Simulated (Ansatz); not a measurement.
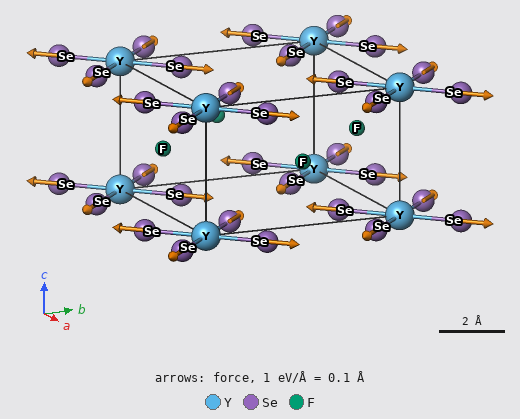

Starting geometry of a crystal of YSe4F2 (a generated structure, set up in P4/mmm) (coarse preliminary run) with the computed forces as orange arrows. Style: ball-and-stick. Shown: the cell of the calculation, slightly off an axis.

Method: DFT PBE, scalar-relativistic, plane waves, PAW (Ansatz 0.2.0).

The input:
```yaml
crystal:
  lattice:
    - [6.61189397, 0.0, 0.0]
    - [0.0, 6.61189397, 0.0]
    - [0.0, 0.0, 4.11502241]
  atoms:
    - { symbol: "Y", position: [0.0, 0.0, 0.0] }
    - { symbol: Se, position: [0.21865666, 0.21865666, 0.0] }
    - { symbol: Se, position: [0.78134334, 0.78134334, 0.0] }
    - { symbol: Se, position: [0.21865666, 0.78134334, 0.0] }
    - { symbol: Se, position: [0.78134334, 0.21865666, 0.0] }
    - { symbol: F, position: [0.0, 0.5, 0.5] }
    - { symbol: F, position: [0.5, 0.0, 0.5] }
basis:
  ecutwfc: 420
kpoints:
  mp_grid: { grid: [4, 4, 4] }
hamiltonian:
  xc: pbe
scf:
  occupations: { method: gaussian, width: 0.1 }
  lower_state_search: "off"
output:
  forces: true
  stress: true
  eigenvalues: true
relax:
  adjacent_minimum: "off"
  f_tol: 0.04
  max_steps: 70
  cell: { stress_tol: 0.4 }
```

Command:
```bash
ansatz run input.yaml --threads 1 --pin off --max-ram 2048MiB --backend cpu --events-out ev --progress --plain --runs-dir out
```

Question: What follows when this structure is relaxed?

Answer: It isn't relaxed: the largest force vector, on Se atoms, is 11.00 eV/Å. The atoms end up moving mostly along the starting forces (cosine between the two patterns 1.00). The largest moves relative to the cell, 0.85 Å, are those of Se2, Se3, Se4 and Se5. Se2 goes along [1 1 0]. Y and F stay in place. The drawn cell changes as follows: a = b 6.612 → 6.424 Å (−2.8 %), c 4.115 → 3.663 Å (−11.0 %); the volume changes by −16.0 %. Some distances before and after: Se2–Se4 3.720 → 2.415 Å, Se2–Se4 (another image) 2.891 → 4.009 Å, Y1–Se2 2.045 → 2.835 Å. New bonds form: Se2–Se4 (3.72 → 2.41 Å), Se2–Se5 (3.72 → 2.41 Å), Se3–Se4 (3.72 → 2.41 Å), Se3–Se5 (3.72 → 2.41 Å). The space group stays P4/mmm (No. 123). After 9 accepted moves (11 points after the start) the energy has fallen by 13.935 eV per cell of the calculation. Largest force component: 7.8 eV/Å at the start, 0.0049 eV/Å at the end. The pressure goes from 26.57 to −0.13 GPa. The line search rejected the trial step at point 5 of the run. At 1 point the geometry stayed and the basis and grid were re-selected for the new cell (energy shift of 9.8 meV per cell of the calculation at most each time).

Limits of the set-up: the k-point mesh is coarse for a cell with partly filled bands.
